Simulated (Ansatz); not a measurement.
Starting cell, BP (zinc blende):

```
BP
1.0
    0.00000     4.54847     4.54847
    2.27424     2.27424     4.54847
    2.27424     2.27424     0.00000
P B
2 2
Direct
  0.00000   0.75000   0.75000
  0.50000   0.75000   0.75000
  0.00000   0.00000   0.00000
  0.50000   0.00000   0.00000
```

The atoms are displaced by Q × the pattern below (from a DFPT mode at X = (0.5, 0.5, 0.0), largest move 1; Q in Å), at fixed cell. It is one choice among 2 degenerate patterns. (q is in reciprocal vectors of the primitive cell; the cell shown is doubled to hold the pattern.)

| atom | x | y | z |
|---|---|---|---|
| P1 | 0.000 | 1.000 | 0.000 |
| P2 | 0.000 | -1.000 | 0.000 |
| B3 | 0.800 | 0.000 | 0.000 |
| B4 | -0.800 | 0.000 | 0.000 |

These are PBE (plane waves to 420 eV, PAW, scalar-relativistic; Ansatz, a first-principles code) values and carry that method's errors. k mesh 12×12×12 (Γ-centred), Fermi-Dirac smearing 0.05 eV. The energy includes the smearing's −TS. BP was relaxed with its symmetry unable to fall. The zero of ΔE is the undisplaced structure.

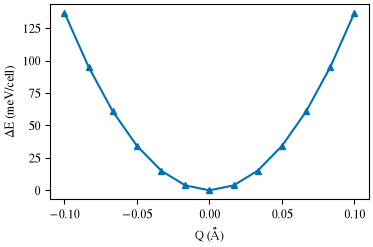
ΔE (meV/cell) against Q (Å); markers are the computed points, lines only join them.

### Question
What is the energy change at Q = 0.100 Å?

### Answer
About 140 meV/cell.

### Question
What harmonic wavenumber does the curvature at Q = 0 give?

### Answer
About 310 cm⁻¹.

(For displaced atoms, the force is minus the slope of the energy, and its curvature is a force constant, which sets phonon frequencies.)
